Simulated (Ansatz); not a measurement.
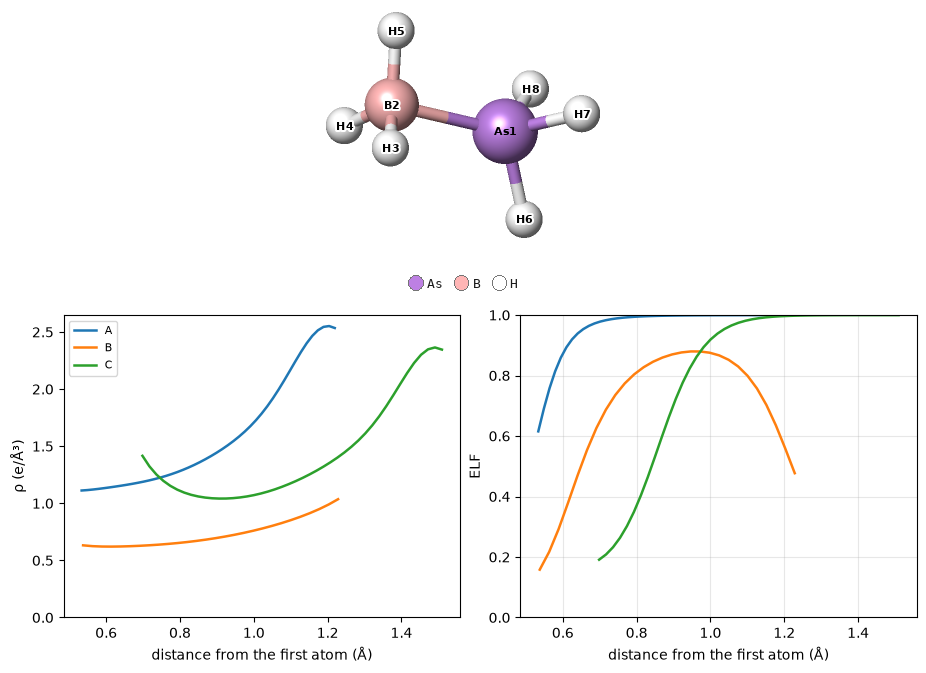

The picture shows: AsBH₆. Total electron density and ELF along straight lines between neighbouring atoms. The curves leave out the atomic cores. The structure is drawn too.

Geometry: PBE0-D4/def2-SVP.

These are results of Ansatz 0.2.0, isolated molecule in a Gaussian basis; Kohn-Sham density functional theory, functional PBE0, not measurements.

```xyz
8

As   -2.4816    1.3781    0.0197
B    -1.1124   -0.0709    0.4851
H    -1.2436   -0.8686   -0.4277
H    -1.4935   -0.4605    1.5759
H    -0.0606    0.5459    0.4908
H    -3.9380    0.9942   -0.0835
H    -2.3438    2.1145   -1.2911
H    -2.6213    2.5676    0.9389
```

**Which curve belongs to which contact (As–H, B–As and B–H)? The first atom named is at distance zero.**

Curve A: B–H (1.22 Å): the density is about 1.1 e/Å³ at the midpoint; the ELF climbs to about 1 towards the hydrogen, as it does in any bond to H: a covalent bond by its length. Curve B: B–As (2.05 Å): ρ is about 0.78 e/Å³ halfway, with its minimum of 0.62 e/Å³ about 0.6 Å from B; the ELF peaks at about 0.90 between the atoms; a covalent bond. Curve C: As–H (1.51 Å): the density is about 1.2 e/Å³ at the midpoint; the ELF climbs to about 1 towards the hydrogen.
